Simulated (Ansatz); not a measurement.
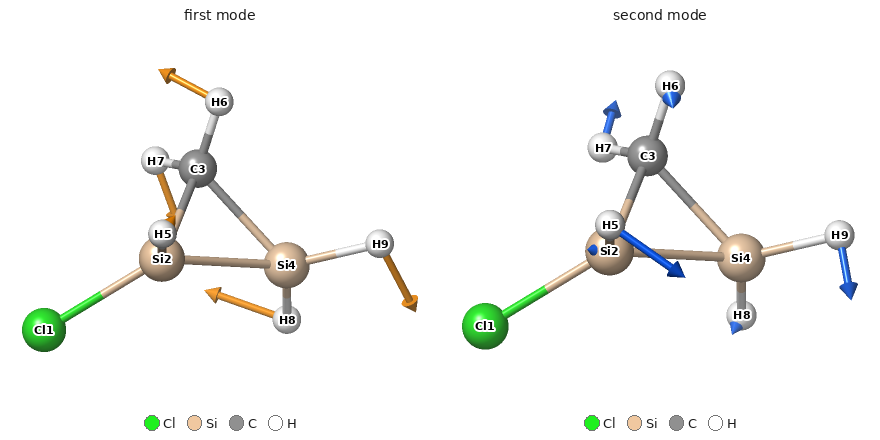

The system is CH5ClSi2, SMILES Cl[SiH]1C[SiH2]1; the picture shows the reference structure; its two panels give the patterns of the first and the second mode as arrows. 
- The first coordinate is: normal mode 4 (418 cm⁻¹); the second: normal mode 10 (712 cm⁻¹).
- Nothing is relaxed (straight displacements along the two mass-weighted modes).
- Grid: 15 × 15 points.
- Points are written as (first, second).
- Energies: kJ/mol, counted from the lowest grid point.
- These are results of RKS PBE0-D4/def2-SVP (Ansatz), not measurements.

Its coordinates:

```tsv
atom	x (Å)	y (Å)	z (Å)
Cl	-0.9898	-0.1465	-2.6796
Si	-0.5608	0.6617	-0.8246
C	1.0121	0.0330	0.0050
Si	-0.4796	-0.6203	1.0277
H	-0.7991	2.1281	-0.8334
H	1.6792	0.7733	0.4683
H	1.5868	-0.7347	-0.5324
H	-0.7045	-2.0893	0.9592
H	-0.6558	-0.0515	2.3927
```

Range: normal mode 4 (418 cm⁻¹) from −0.831 to 0.831 amu½·Å; normal mode 10 (712 cm⁻¹) from −0.748 to 0.748 amu½·Å.

### What landscape does the calculation give?

The lowest grid point is at (0.000 amu½·Å, 0.000 amu½·Å). It is the only kind of minimum in the scanned range. The highest grid point, (0.831 amu½·Å, −0.748 amu½·Å), lies 116 kJ/mol above the lowest.

| normal mode 10 (712 cm⁻¹) ↓, normal mode 4 (418 cm⁻¹) → | −0.831 | −0.712 | −0.594 | −0.475 | −0.356 | −0.237 | −0.119 | 0.000 | 0.119 | 0.237 | 0.356 | 0.475 | 0.594 | 0.712 | 0.831 |
| --- | --- | --- | --- | --- | --- | --- | --- | --- | --- | --- | --- | --- | --- | --- | --- |
| 0.748 | 109 | 92 | 79 | 68 | 61 | 57 | 54 | 53 | 53 | 55 | 59 | 64 | 72 | 82 | 96 |
| 0.641 | 91 | 75 | 62 | 52 | 46 | 42 | 39 | 38 | 39 | 41 | 44 | 49 | 57 | 67 | 80 |
| 0.534 | 76 | 60 | 48 | 39 | 33 | 29 | 27 | 26 | 27 | 29 | 32 | 37 | 44 | 54 | 67 |
| 0.427 | 64 | 48 | 37 | 28 | 23 | 19 | 17 | 17 | 17 | 19 | 22 | 27 | 33 | 43 | 57 |
| 0.320 | 54 | 39 | 28 | 20 | 15 | 12 | 10 | 9 | 10 | 11 | 14 | 19 | 26 | 35 | 49 |
| 0.214 | 47 | 32 | 21 | 14 | 9 | 6 | 5 | 4 | 5 | 6 | 9 | 13 | 20 | 30 | 44 |
| 0.107 | 42 | 28 | 18 | 10 | 6 | 3 | 1 | 1 | 1 | 3 | 6 | 10 | 17 | 27 | 41 |
| 0.000 | 40 | 26 | 16 | 9 | 5 | 2 | 0 | 0 | 0 | 2 | 5 | 9 | 16 | 27 | 41 |
| −0.107 | 40 | 27 | 17 | 10 | 6 | 3 | 1 | 1 | 1 | 3 | 6 | 11 | 18 | 29 | 43 |
| −0.214 | 43 | 30 | 20 | 13 | 9 | 6 | 5 | 4 | 5 | 6 | 9 | 14 | 22 | 33 | 48 |
| −0.320 | 49 | 35 | 26 | 19 | 14 | 11 | 10 | 9 | 10 | 12 | 15 | 21 | 29 | 40 | 56 |
| −0.427 | 57 | 44 | 34 | 27 | 22 | 19 | 18 | 17 | 18 | 20 | 23 | 29 | 38 | 50 | 67 |
| −0.534 | 68 | 55 | 45 | 37 | 33 | 29 | 28 | 27 | 28 | 30 | 34 | 41 | 50 | 63 | 80 |
| −0.641 | 82 | 68 | 58 | 51 | 46 | 42 | 40 | 40 | 41 | 44 | 48 | 55 | 65 | 79 | 97 |
| −0.748 | 99 | 85 | 74 | 67 | 61 | 58 | 56 | 56 | 57 | 60 | 65 | 72 | 83 | 98 | 116 |

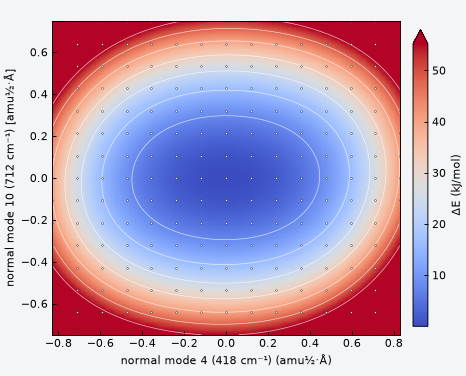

In the figure: a smooth colour map with a few white contour lines, dots at the grid points, one colour for all values above the top of the scale. Between grid points the surface is interpolated.

Each point was launched as `ansatz run input.yaml --threads 1 --pin off --max-ram 2560MiB --backend cpu --events-out ev --progress --plain --runs-dir out`. The whole map (225 points run) took 20 min on 1 thread of Intel(R) Xeon(R) Platinum 8259CL CPU @ 2.50GHz (Skylake/Cascade Lake), on a shared host.
